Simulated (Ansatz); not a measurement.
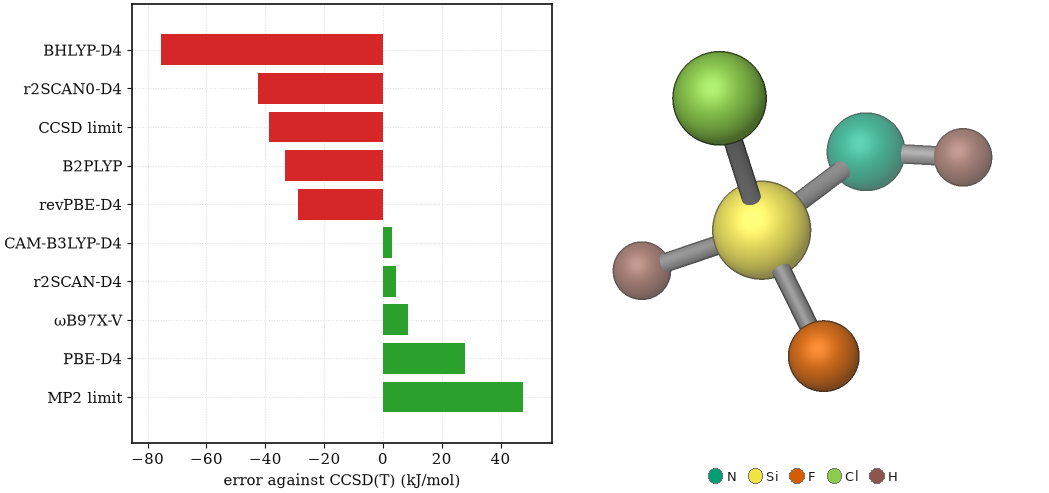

Error in the electronic atomisation energy (method less reference, so positive means overbinding) of SiNH₂ClF, SMILES [NH][Si@@H](F)Cl, doublet: functionals in def2-TZVPP against frozen-core CCSD(T) at the limit (scheme: direct), which gives 2016.1 kJ/mol, at a PBE0-D4/def2-TZVP geometry (a minimum by its frequencies), no zero-point or spin-orbit term, the Ansatz code. The reference leaves out core correlation, a term that grows with the number of heavy atoms. B2PLYP holds a correlation term that converges slowly with the basis, so part of the distance to the limit is basis error. No dispersion term is added to B2PLYP. Limit means the basis limit.

Question: What range do the values span?

Answer: From −75.5 kJ/mol (BHLYP-D4) to 47.6 kJ/mol (MP2 limit).

Question: Which of these levels overbind, and which underbind?

Answer: Overbind: PBE-D4 and MP2 limit. Underbind: BHLYP-D4, r2SCAN0-D4, CCSD limit, B2PLYP and revPBE-D4. Within 20 kJ/mol of zero, too close to call in view of what the reference leaves out: CAM-B3LYP-D4, r2SCAN-D4 and ωB97X-V.
